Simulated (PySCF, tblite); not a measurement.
**C3H8Si: dynamics, then NMR shifts on frames**

Aim: move C3H8Si (`C[C@H]1C[SiH2]1`) away from its starting geometry and see how NMR shifts follow the geometry.

Computed with tblite 0.8.0 and PySCF 2.14.0, with density-fitted response routines of our own, on a single molecule in the gas phase. Atoms are numbered from 0 throughout.

## Step 1: The starting structure

12 atoms, charge 0, multiplicity 1; geometry from: GFN2-xTB.

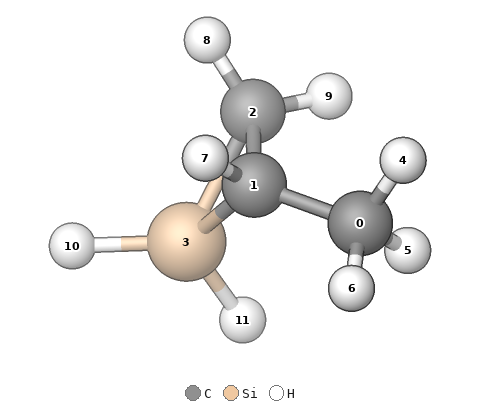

As it starts; carbon grey, silicon light orange, hydrogen white, atoms numbered.

## Step 2: A short Langevin run with GFN2-xTB

Job settings and geometry (Å):

```
{"job": {"kind": "md", "xc": "GFN2-xTB", "basis": "xTB", "temperature": 300, "steps": 2000, "every": 50, "frames": 5}, "charge": 0, "multiplicity": 1}
C      1.373223    -0.696800    -0.076247
C      0.268791     0.162066     0.489294
C     -0.476910     1.079204    -0.490581
Si    -1.558175    -0.261749     0.266346
H      2.251697    -0.091283    -0.305354
H      1.049764    -1.184472    -0.993561
H      1.669762    -1.466773     0.634727
H      0.567864     0.651609     1.411036
H     -0.587026     2.112755    -0.192591
H     -0.169167     0.998540    -1.524379
H     -2.491445     0.101008     1.316932
H     -1.897179    -1.404789    -0.561650
```

Method: GFN2-xTB Langevin dynamics, gas phase.

On the command line:

```bash
OMP_NUM_THREADS=1 python probes_run.py task.json out
```

The driver reads the jobs from task.json and runs them one after another.

Standard output:

```text
t/fs     T/K      E/eV
    0.0   261.5   -331.16521
   25.0   145.4   -330.87165
   50.0   200.7   -330.81714
   75.0   232.3   -330.86853
  100.0   231.1   -330.94613
  125.0   246.1   -330.90157
  150.0   258.8   -330.87158
  175.0   216.2   -330.84160
  200.0   315.1   -330.88039
  225.0   342.1   -330.86645
  250.0   317.6   -330.77691
  275.0   335.3   -330.82488
  300.0   373.6   -330.65695
  325.0   352.4   -330.61118
  350.0   305.3   -330.62827
  375.0   376.9   -330.85746
  400.0   362.1   -330.59803
  425.0   352.9   -330.63817
  450.0   476.1   -330.66615
  475.0   381.1   -330.61311
  500.0   250.2   -330.55120
  525.0   439.0   -330.82590
  550.0   257.5   -330.72369
  575.0   228.4   -330.74128
  600.0   232.6   -330.75272
  625.0   251.4   -330.67805
  650.0   299.2   -330.62959
  675.0   249.4   -330.42535
  700.0   372.4   -330.69838
  725.0   349.4   -330.57499
  750.0   294.0   -330.63881
  775.0   357.0   -330.67653
  800.0   453.5   -330.85198
  825.0   409.9   -330.85315
  850.0   259.4   -330.81848
  875.0   224.5   -330.70785
  900.0   299.2   -330.83927
  925.0   238.5   -330.80012
  950.0   260.2   -330.67006
  975.0   270.9   -330.74900
 1000.0   269.3   -330.88864
```

Wall time 6.9 s (1 thread of AMD EPYC 7R13, shared host); peak memory 0.18 GiB.

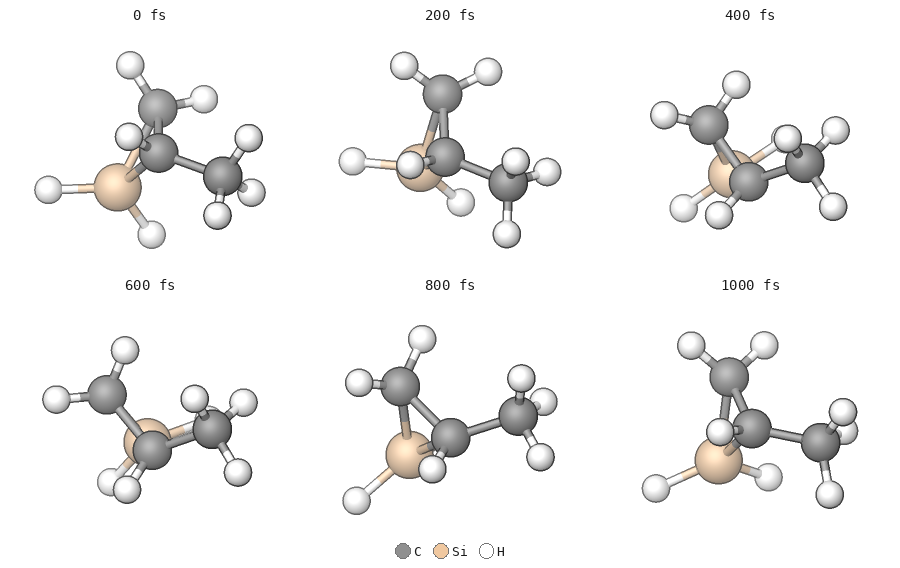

Frames of the run.

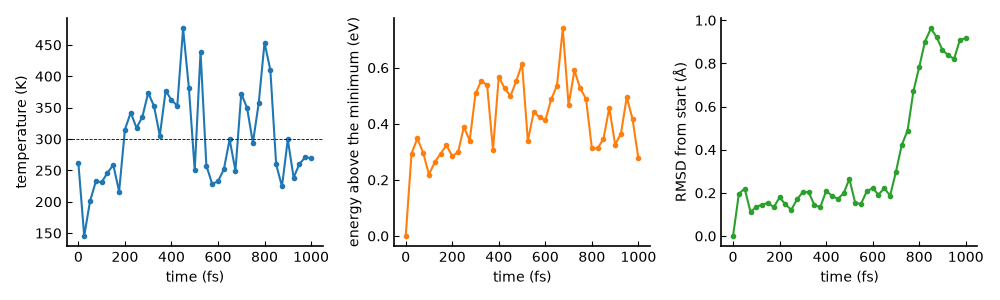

Temperature, potential energy and distance from the start.

Positions (Å) and forces (eV/Å) at 1000 fs:

```xyz
12

C     0.651   -1.318    0.549   -0.304   -0.591   -0.940
C    -0.350   -0.621    1.396   -0.336   -0.503    1.135
C    -1.132    0.565    0.916   -0.318    0.957   -1.167
Si   -2.132   -1.036    0.986   -0.678    0.184   -0.308
H     0.679   -2.420    0.741    0.338    1.027    0.103
H     1.614   -0.848    0.548    0.680   -0.077    0.394
H     0.295   -1.207   -0.478    0.062   -0.162   -0.154
H    -0.145   -0.515    2.450    0.503   -0.249    0.215
H    -1.266    1.420    1.561   -0.080   -0.247    0.536
H    -0.880    1.000   -0.052    0.077   -0.431   -0.088
H    -3.203   -1.226    1.948    0.133    0.032   -0.012
H    -2.276   -1.660   -0.335   -0.076    0.059    0.286
```

## Step 3: NMR shieldings: 250 fs, PBE0/pcSseg-1

Job settings and geometry (Å):

```
{"job": {"kind": "nmr", "xc": "PBE0", "basis": "pcSseg-1", "pop": false}, "charge": 0, "multiplicity": 1}
C      0.792100    -0.629600     0.382300
C     -0.533600     0.035400     0.894900
C     -0.815000     1.417700     0.457000
Si    -2.143000     0.132800     0.008500
H      1.688700    -0.180400     0.832800
H      0.823400    -0.546900    -0.731300
H      0.856600    -1.733700     0.566600
H     -0.608200     0.004900     1.954600
H     -1.052800     2.164300     1.256600
H     -0.291300     1.833100    -0.427900
H     -3.416700    -0.240900     0.581900
H     -2.052400    -0.199900    -1.459200
```

With the program's defaults for keys left out, this is: GIAO PBE0/pcSseg-1 NMR shielding, non-relativistic, gas phase.

Standard output:

```text
coarse grid: 9848 points
cycle   1  E = -408.2028737420  dE =  2.354e-01  |g| = 3.950e-01  |ddm| = 2.963e+00
cycle   2  E = -408.1432238514  dE =  5.965e-02  |g| = 5.992e-01  |ddm| = 1.029e+00
cycle   3  E = -408.2472410219  dE = -1.040e-01  |g| = 4.137e-02  |ddm| = 6.972e-01
cycle   4  E = -408.2476268181  dE = -3.858e-04  |g| = 2.148e-02  |ddm| = 6.275e-02
cycle   5  E = -408.2477399008  dE = -1.131e-04  |g| = 4.113e-03  |ddm| = 1.895e-02
cycle   6  E = -408.2477441358  dE = -4.235e-06  |g| = 8.901e-04  |ddm| = 4.971e-03
final grid: 88528 points
cycle   7  E = -408.2713540727  dE = -1.556e-05  |g| = 6.424e-03  |ddm| = 1.832e-02
cycle   8  E = -408.2713411683  dE =  1.290e-05  |g| = 9.309e-03  |ddm| = 1.446e-02
cycle   9  E = -408.2713651355  dE = -2.397e-05  |g| = 6.953e-04  |ddm| = 9.402e-03
cycle  10  E = -408.2713652586  dE = -1.231e-07  |g| = 1.962e-04  |ddm| = 8.466e-04
cycle  11  E = -408.2713652679  dE = -9.287e-09  |g| = 3.552e-05  |ddm| = 1.664e-04
cycle  12  E = -408.2713652681  dE = -2.892e-10  |g| = 1.335e-05  |ddm| = 5.093e-05
converged SCF energy = -408.2713652681

GIAO shielding tensors (ppm)
atom      isotropic    diamagn.    paramagn.     s11        s22        s33       span
  0 C      158.774     245.748     -86.974    139.466    152.000    184.855     45.389
  1 C      181.140     250.088     -68.948    159.898    174.356    209.167     49.270
  2 C      177.644     252.354     -74.709    146.550    184.288    202.095     55.544
  3 Si     500.512     881.307    -380.794    370.470    402.949    728.118    357.648
  4 H       29.611      29.662      -0.051     24.991     27.079     36.764     11.774
  5 H       30.467      30.570      -0.103     25.974     28.905     36.523     10.549
  6 H       29.212      28.852       0.360     24.635     26.601     36.399     11.764
  7 H       31.152      31.636      -0.484     24.837     29.082     39.536     14.698
  8 H       29.386      28.633       0.753     24.162     25.669     38.329     14.168
  9 H       30.724      30.195       0.528     26.096     26.818     39.257     13.160
 10 H       29.050      29.714      -0.664     23.674     26.348     37.130     13.456
 11 H       28.933      29.807      -0.874     23.339     27.226     36.235     12.896
```

Run time: 5.1 s. Hardware: 1 thread of AMD EPYC 7R13, shared host; peak memory 0.54 GiB.

The references, computed at this level on geometries of the same kind, shield at (ppm): 1H TMS 31.72, 13C TMS 186.9, 29Si TMS 349.2. Their shielding less the atom's gives the shift. The references are single molecules in the gas phase. Each atom is listed at this fixed geometry, with no averaging over motion; a spectrum would average atoms that exchange fast.

| atoms | environment | σ (ppm) | δ (ppm) |
| --- | --- | --- | --- |
| C0 | methyl carbon | 158.8 | 28.2 |
| C2 | three-membered-ring carbon | 177.6 | 9.3 |
| C1 | three-membered-ring carbon | 181.1 | 5.8 |
| H11 | hydrogen on a silicon bonded to 2 C, in a 3-membered ring | 28.93 | 2.78 |
| H10 | hydrogen on a silicon bonded to 2 C, in a 3-membered ring | 29.05 | 2.67 |
| H6 | hydrogen on a methyl carbon | 29.21 | 2.51 |
| H8 | hydrogen on a three-membered-ring carbon | 29.39 | 2.33 |
| H4 | hydrogen on a methyl carbon | 29.61 | 2.11 |
| H5 | hydrogen on a methyl carbon | 30.47 | 1.25 |
| H9 | hydrogen on a three-membered-ring carbon | 30.72 | 0.99 |
| H7 | hydrogen on a three-membered-ring carbon | 31.15 | 0.57 |
| Si3 | silicon bonded to 2 C, 2 H, in a 3-membered ring | 500.5 | -151.4 |

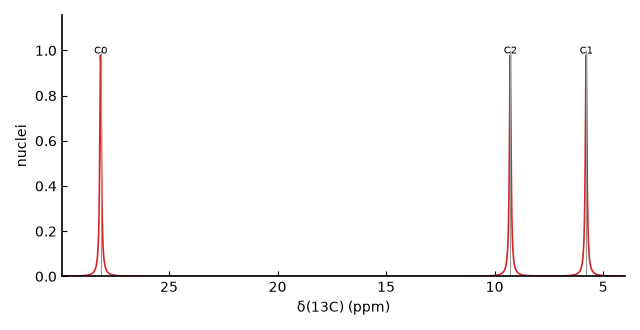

13C lines at the computed shifts, without couplings. Lines are broadened to a width of 0.09 ppm (Lorentzian).

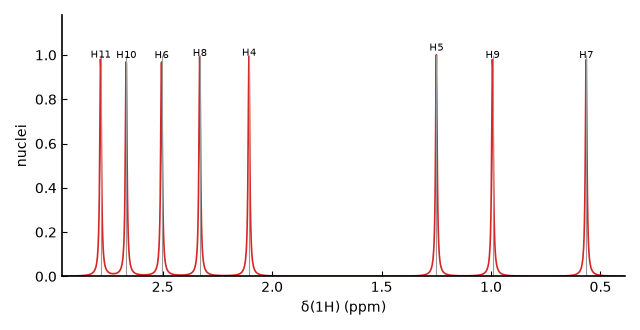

1H lines at the computed shifts, without couplings. Lines are broadened to a width of 0.01 ppm (Lorentzian).

Ring of atoms C1, C2, Si3: NICS(0) -29.1, NICS(1) -8.2, NICS(1)zz -16.8 ppm (means of both faces).

In rings of three or four atoms NICS is ruled by the nearby σ bonds, so it says little on aromaticity.

## Step 4: NMR shieldings: 425 fs, PBE0/pcSseg-1

Job settings and geometry (Å):

```
{"job": {"kind": "nmr", "xc": "PBE0", "basis": "pcSseg-1", "pop": false}, "charge": 0, "multiplicity": 1}
C      0.728500    -0.499400     0.716300
C     -0.736900    -0.573800     1.190300
C     -1.403200     0.765300     1.405900
Si    -2.249500    -0.206100     0.082600
H      1.460200    -0.002500     1.464800
H      0.738500     0.052000    -0.276700
H      1.140000    -1.507700     0.521500
H     -0.861900    -1.163000     2.087600
H     -2.055800     0.975200     2.234900
H     -0.689900     1.615500     1.240300
H     -3.372700    -0.940400     0.572900
H     -2.462300    -0.087300    -1.305100
```

With the program's defaults for keys left out, this is: GIAO PBE0/pcSseg-1 NMR shielding, non-relativistic, gas phase.

Standard output:

```text
coarse grid: 9848 points
cycle   1  E = -408.1954736130  dE =  2.390e-01  |g| = 3.832e-01  |ddm| = 2.972e+00
cycle   2  E = -408.1435513301  dE =  5.192e-02  |g| = 5.697e-01  |ddm| = 9.767e-01
cycle   3  E = -408.2371547274  dE = -9.360e-02  |g| = 4.436e-02  |ddm| = 6.657e-01
cycle   4  E = -408.2376318117  dE = -4.771e-04  |g| = 2.001e-02  |ddm| = 6.536e-02
cycle   5  E = -408.2377246415  dE = -9.283e-05  |g| = 4.258e-03  |ddm| = 1.605e-02
cycle   6  E = -408.2377294839  dE = -4.842e-06  |g| = 7.105e-04  |ddm| = 5.758e-03
final grid: 88528 points
cycle   7  E = -408.2610127744  dE = -1.757e-05  |g| = 6.153e-03  |ddm| = 1.949e-02
cycle   8  E = -408.2610009534  dE =  1.182e-05  |g| = 8.921e-03  |ddm| = 1.407e-02
cycle   9  E = -408.2610229962  dE = -2.204e-05  |g| = 6.525e-04  |ddm| = 9.103e-03
cycle  10  E = -408.2610231056  dE = -1.093e-07  |g| = 1.773e-04  |ddm| = 8.167e-04
cycle  11  E = -408.2610231129  dE = -7.293e-09  |g| = 3.084e-05  |ddm| = 1.343e-04
cycle  12  E = -408.2610231131  dE = -2.459e-10  |g| = 9.384e-06  |ddm| = 4.898e-05
converged SCF energy = -408.2610231131

GIAO shielding tensors (ppm)
atom      isotropic    diamagn.    paramagn.     s11        s22        s33       span
  0 C      156.417     246.814     -90.397    138.162    154.008    177.081     38.920
  1 C      178.102     249.593     -71.491    148.092    172.330    213.884     65.792
  2 C      180.269     254.694     -74.425    146.685    189.867    204.253     57.568
  3 Si     490.153     880.360    -390.207    339.391    424.152    706.917    367.526
  4 H       28.432      28.140       0.292     24.142     26.013     35.141     11.000
  5 H       29.630      30.601      -0.970     24.749     28.510     35.633     10.884
  6 H       29.140      29.568      -0.427     24.417     26.889     36.115     11.698
  7 H       30.702      30.132       0.569     23.643     28.557     39.905     16.262
  8 H       30.688      29.639       1.049     24.972     26.704     40.388     15.416
  9 H       30.099      30.297      -0.198     24.739     28.282     37.276     12.537
 10 H       29.779      29.980      -0.200     24.038     26.967     38.333     14.295
 11 H       29.375      30.121      -0.745     24.330     27.201     36.595     12.265
```

It took 4.9 s on 1 thread of AMD EPYC 7R13, shared host; peak memory 0.56 GiB.

In short: δ C0 30.5, C1 8.8, C2 6.7, Si3 -141.0, H4 3.28, H6 2.58 ppm.

## Step 5: Nuclear shieldings: 625 fs, PBE0/pcSseg-1

Job settings and geometry (Å):

```
{"job": {"kind": "nmr", "xc": "PBE0", "basis": "pcSseg-1", "pop": false}, "charge": 0, "multiplicity": 1}
C      0.760300    -0.927200     0.923300
C     -0.683800    -0.907700     1.451700
C     -1.326300     0.410800     1.398200
Si    -2.227000    -0.721000     0.241600
H      1.376400    -0.203500     1.438200
H      0.718600    -0.640800    -0.197100
H      1.153400    -1.922300     1.004100
H     -0.814900    -1.515500     2.323500
H     -1.686500     0.734200     2.372600
H     -0.859900     1.309500     0.915200
H     -3.398300    -1.360800     0.788200
H     -2.089300    -0.396200    -1.085800
```

Level: GIAO PBE0/pcSseg-1 NMR shielding, non-relativistic, gas phase.

Standard output:

```text
coarse grid: 9848 points
cycle   1  E = -408.1862285282  dE =  3.039e-01  |g| = 4.201e-01  |ddm| = 3.004e+00
cycle   2  E = -408.1156100626  dE =  7.062e-02  |g| = 6.430e-01  |ddm| = 1.168e+00
cycle   3  E = -408.2365326847  dE = -1.209e-01  |g| = 5.457e-02  |ddm| = 8.048e-01
cycle   4  E = -408.2372141834  dE = -6.815e-04  |g| = 2.433e-02  |ddm| = 7.253e-02
cycle   5  E = -408.2373517900  dE = -1.376e-04  |g| = 3.892e-03  |ddm| = 1.913e-02
cycle   6  E = -408.2373559467  dE = -4.157e-06  |g| = 9.458e-04  |ddm| = 6.092e-03
final grid: 88528 points
cycle   7  E = -408.2604143016  dE = -2.029e-05  |g| = 6.514e-03  |ddm| = 2.145e-02
cycle   8  E = -408.2604006364  dE =  1.367e-05  |g| = 9.484e-03  |ddm| = 1.512e-02
cycle   9  E = -408.2604254115  dE = -2.478e-05  |g| = 8.653e-04  |ddm| = 1.017e-02
cycle  10  E = -408.2604256166  dE = -2.051e-07  |g| = 1.863e-04  |ddm| = 1.102e-03
cycle  11  E = -408.2604256244  dE = -7.897e-09  |g| = 3.739e-05  |ddm| = 1.606e-04
cycle  12  E = -408.2604256248  dE = -3.479e-10  |g| = 1.316e-05  |ddm| = 5.512e-05
converged SCF energy = -408.2604256248

GIAO shielding tensors (ppm)
atom      isotropic    diamagn.    paramagn.     s11        s22        s33       span
  0 C      158.485     247.165     -88.679    146.492    147.140    181.824     35.332
  1 C      173.158     255.993     -82.835    138.931    167.159    213.385     74.453
  2 C      182.798     251.087     -68.289    153.598    184.446    210.352     56.754
  3 Si     520.487     881.062    -360.575    381.179    431.327    748.955    367.776
  4 H       30.152      30.752      -0.599     25.534     28.053     36.869     11.336
  5 H       29.359      30.202      -0.843     23.484     28.927     35.667     12.184
  6 H       29.852      30.410      -0.557     25.246     27.292     37.019     11.773
  7 H       30.947      31.699      -0.752     24.782     28.578     39.482     14.700
  8 H       30.224      29.107       1.117     24.173     26.616     39.883     15.711
  9 H       30.272      30.600      -0.328     25.895     26.315     38.607     12.713
 10 H       29.640      29.651      -0.011     23.614     26.766     38.540     14.927
 11 H       30.894      31.354      -0.460     24.661     28.815     39.207     14.546
```

Wall time 4.8 s (1 thread of AMD EPYC 7R13, shared host); peak memory 0.56 GiB.

This run: δ C0 28.4, C1 13.8, C2 4.1, Si3 -171.3, H5 2.36, H10 2.08 ppm.

## Step 6: Shielding tensors: 800 fs, PBE0/pcSseg-1

Job settings and geometry (Å):

```
{"job": {"kind": "nmr", "xc": "PBE0", "basis": "pcSseg-1", "pop": false}, "charge": 0, "multiplicity": 1}
C      0.720300    -0.585600     0.071900
C     -0.497800    -0.612800     0.982600
C     -1.259900     0.724200     1.261700
Si    -2.342300    -0.687700     0.613600
H      1.157800    -1.551600     0.184600
H      1.494100     0.139600     0.363100
H      0.433200    -0.436900    -0.962600
H     -0.279700    -1.151700     1.912900
H     -1.342300     1.034800     2.255900
H     -1.045000     1.551200     0.489300
H     -3.232100    -1.295600     1.616400
H     -2.638500    -0.630200    -0.756800
```

Method: GIAO PBE0/pcSseg-1 NMR shielding, non-relativistic, gas phase.

Standard output:

```text
coarse grid: 9848 points
cycle   1  E = -408.1978853733  dE =  2.411e-01  |g| = 4.064e-01  |ddm| = 2.977e+00
cycle   2  E = -408.1416754598  dE =  5.621e-02  |g| = 5.979e-01  |ddm| = 1.113e+00
cycle   3  E = -408.2455120285  dE = -1.038e-01  |g| = 4.673e-02  |ddm| = 7.464e-01
cycle   4  E = -408.2459950341  dE = -4.830e-04  |g| = 2.092e-02  |ddm| = 6.259e-02
cycle   5  E = -408.2460964469  dE = -1.014e-04  |g| = 3.624e-03  |ddm| = 1.640e-02
cycle   6  E = -408.2460998116  dE = -3.365e-06  |g| = 8.943e-04  |ddm| = 5.348e-03
final grid: 88528 points
cycle   7  E = -408.2701806390  dE = -1.888e-05  |g| = 6.386e-03  |ddm| = 1.829e-02
cycle   8  E = -408.2701694497  dE =  1.119e-05  |g| = 8.928e-03  |ddm| = 1.464e-02
cycle   9  E = -408.2701914753  dE = -2.203e-05  |g| = 7.336e-04  |ddm| = 9.483e-03
cycle  10  E = -408.2701916110  dE = -1.356e-07  |g| = 1.631e-04  |ddm| = 8.601e-04
cycle  11  E = -408.2701916171  dE = -6.174e-09  |g| = 3.070e-05  |ddm| = 1.375e-04
cycle  12  E = -408.2701916174  dE = -2.284e-10  |g| = 9.384e-06  |ddm| = 4.780e-05
converged SCF energy = -408.2701916174

GIAO shielding tensors (ppm)
atom      isotropic    diamagn.    paramagn.     s11        s22        s33       span
  0 C      169.387     244.715     -75.328    151.678    165.403    191.080     39.403
  1 C      181.287     249.904     -68.617    154.864    172.180    216.817     61.954
  2 C      183.824     252.858     -69.034    150.590    187.424    213.459     62.869
  3 Si     488.840     881.536    -392.696    383.735    423.348    659.438    275.703
  4 H       30.278      30.060       0.218     24.872     27.885     38.075     13.203
  5 H       29.948      29.899       0.049     25.026     27.767     37.051     12.025
  6 H       30.939      30.703       0.237     25.377     29.542     37.900     12.523
  7 H       30.690      30.747      -0.057     24.166     28.480     39.424     15.258
  8 H       31.682      31.329       0.353     26.159     27.231     41.657     15.498
  9 H       30.166      29.665       0.500     25.394     26.711     38.392     12.999
 10 H       28.773      29.535      -0.761     23.519     26.062     36.738     13.219
 11 H       29.949      31.361      -1.412     24.412     27.863     37.573     13.161
```

Wall time 4.9 s (1 thread of AMD EPYC 7R13, shared host); peak memory 0.55 GiB.

This run: δ C0 17.5, C1 5.6, C2 3.1, Si3 -139.7, H10 2.94, H5 1.77 ppm.

## Step 7: Nuclear shieldings: 1000 fs, PBE0/pcSseg-1

Job settings and geometry (Å):

```
{"job": {"kind": "nmr", "xc": "PBE0", "basis": "pcSseg-1", "pop": false}, "charge": 0, "multiplicity": 1}
C      0.650700    -1.317800     0.548600
C     -0.350100    -0.621200     1.396200
C     -1.131900     0.564700     0.916400
Si    -2.132000    -1.035700     0.985800
H      0.678800    -2.420200     0.741300
H      1.614300    -0.847800     0.547700
H      0.294600    -1.206700    -0.478200
H     -0.144600    -0.514600     2.449700
H     -1.265900     1.420100     1.560900
H     -0.880200     1.000300    -0.052200
H     -3.203000    -1.225600     1.948300
H     -2.276300    -1.660000    -0.335100
```

Method: GIAO PBE0/pcSseg-1 NMR shielding, non-relativistic, gas phase.

Standard output:

```text
coarse grid: 9848 points
cycle   1  E = -408.2000081307  dE =  3.476e-01  |g| = 4.169e-01  |ddm| = 3.004e+00
cycle   2  E = -408.1361201610  dE =  6.389e-02  |g| = 6.251e-01  |ddm| = 1.093e+00
cycle   3  E = -408.2492479503  dE = -1.131e-01  |g| = 4.816e-02  |ddm| = 7.433e-01
cycle   4  E = -408.2497714361  dE = -5.235e-04  |g| = 2.147e-02  |ddm| = 6.574e-02
cycle   5  E = -408.2498786505  dE = -1.072e-04  |g| = 2.980e-03  |ddm| = 1.691e-02
cycle   6  E = -408.2498810212  dE = -2.371e-06  |g| = 5.936e-04  |ddm| = 4.499e-03
final grid: 88528 points
cycle   7  E = -408.2732716464  dE = -2.100e-05  |g| = 6.762e-03  |ddm| = 2.088e-02
cycle   8  E = -408.2732580312  dE =  1.362e-05  |g| = 9.671e-03  |ddm| = 1.508e-02
cycle   9  E = -408.2732837478  dE = -2.572e-05  |g| = 8.101e-04  |ddm| = 9.964e-03
cycle  10  E = -408.2732839182  dE = -1.704e-07  |g| = 1.630e-04  |ddm| = 9.601e-04
cycle  11  E = -408.2732839242  dE = -6.019e-09  |g| = 3.358e-05  |ddm| = 1.507e-04
cycle  12  E = -408.2732839245  dE = -2.943e-10  |g| = 1.090e-05  |ddm| = 5.422e-05
converged SCF energy = -408.2732839245

GIAO shielding tensors (ppm)
atom      isotropic    diamagn.    paramagn.     s11        s22        s33       span
  0 C      165.064     247.397     -82.333    147.895    157.447    189.850     41.955
  1 C      183.945     250.062     -66.117    165.437    173.625    212.774     47.337
  2 C      180.021     252.302     -72.281    146.821    186.615    206.628     59.807
  3 Si     504.049     881.175    -377.126    364.273    418.603    729.271    364.998
  4 H       29.112      28.137       0.975     23.286     27.309     36.741     13.455
  5 H       30.272      30.556      -0.285     25.083     27.271     38.461     13.378
  6 H       31.289      31.857      -0.568     26.762     30.140     36.964     10.203
  7 H       30.760      30.034       0.727     24.254     28.352     39.676     15.422
  8 H       30.712      30.456       0.256     25.153     26.553     40.429     15.276
  9 H       31.080      32.032      -0.952     26.168     27.633     39.441     13.273
 10 H       29.126      29.811      -0.685     23.649     26.326     37.403     13.755
 11 H       29.639      30.256      -0.617     23.836     28.169     36.911     13.075
```

Wall time 4.8 s (1 thread of AMD EPYC 7R13, shared host); peak memory 0.56 GiB.

In short: δ C0 21.9, C2 6.9, C1 3.0, Si3 -154.9, H4 2.61, H10 2.59 ppm.

## Step 8: Side by side: NMR shifts

Shifts (ppm) of some atoms, chosen among heavy atoms and hydrogens apart, with basis size and wall time:

```
  frame    C0   C2    C1   H11    H6    H8     Si3  functions   time
 250 fs  28.2  9.3   5.8  2.78  2.51  2.33  -151.4        115  5.1 s
 425 fs  30.5  6.7   8.8  2.34  2.58  1.03  -141.0        115  4.9 s
 625 fs  28.4  4.1  13.8  0.82  1.86  1.49  -171.3        115  4.8 s
 800 fs  17.5  3.1   5.6  1.77  0.78  0.03  -139.7        115  4.9 s
1000 fs  21.9  6.9   3.0  2.08  0.43  1.01  -154.9        115  4.8 s
```

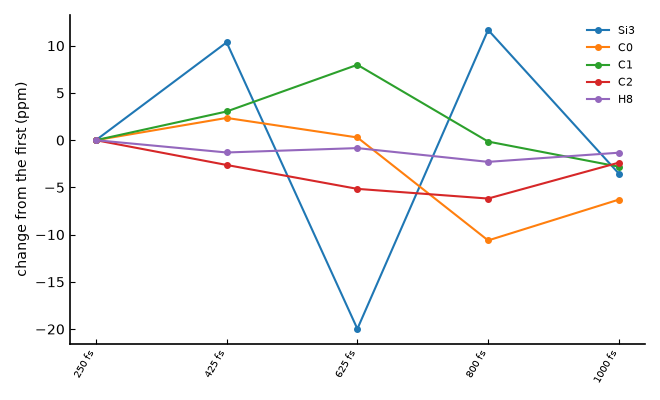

How five of the tabulated atoms move from run to run.

## Step 9: Summary of results

| quantity | value |
| --- | --- |
| thermostat | 300 K |
| mean temperature, second half | 298 K |
| mean potential energy above the minimum | 0.45 eV |
| 13C shifts against TMS (PBE0/pcSseg-1, 250 fs) | 28.2, 9.3, 5.8 ppm |
| 1H shifts against TMS (PBE0/pcSseg-1, 250 fs) | 2.78, 2.67, 2.51, 2.33, 2.11, 1.25, 0.99, 0.57 ppm |
| 29Si shifts against TMS (PBE0/pcSseg-1, 250 fs) | -151.4 ppm |
| range of the shift of Si3 | -171.3 to -139.7 ppm |

In words: In the second half the potential energy averages 0.45 eV above the minimum; equipartition over 30 harmonic modes at 300 K would give 0.39 eV. With 12 atoms the temperature swings widely (145 to 476 K). Shifts at one fixed geometry are not the observed spectrum, which averages over the motion. In the first frame run (250 fs): The largest span, 358 ppm, is at Si3, where the paramagnetic term is -381 ppm. Across the 5 runs the shift of Si3 moves most, between -171.3 (625 fs) and -139.7 ppm (800 fs).
